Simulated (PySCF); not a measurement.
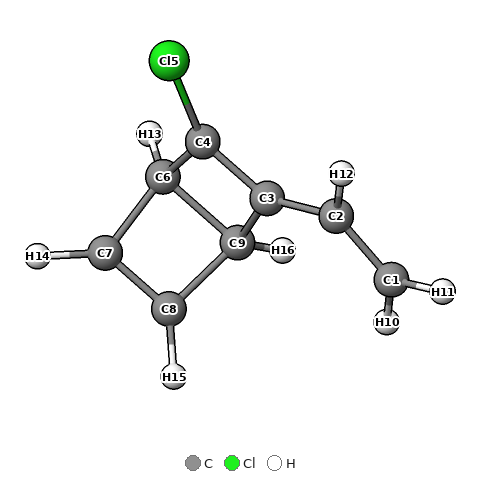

The molecule: C₈H₇Cl, SMILES C=CC1=C(Cl)[C@@H]2C=C[C@H]12.

GIAO shifts, PBE0/pcSseg-1 in PySCF 2.14.0, at a GFN2-xTB geometry (no frequency check), against TMS for ¹³C computed at the same level. Gas phase, fully decoupled, line heights follow the number of nuclei, widths are arbitrary (no quadrupolar broadening); values of one conformer, averaged over methyl-type rotors and exact or near symmetry; other conformers aren't averaged in.

> Which ¹³C signals does it give?

8 signals.


```csv
δ (ppm),nuclei,atoms
155.6,1,C3
153.2,1,C7
151.9,1,C8
149.3,1,C4
135.3,1,C2
121.1,1,C1
56.6,1,C6
46.8,1,C9
```

The order of signals that lie close, as those under 2 ppm apart, is within the error of the method.

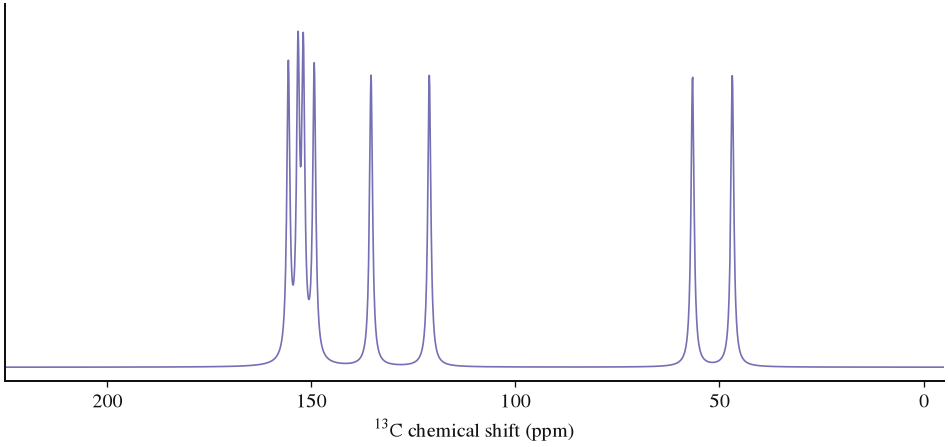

Caveats: the tight-binding geometry is rougher than a DFT one and adds to the error.
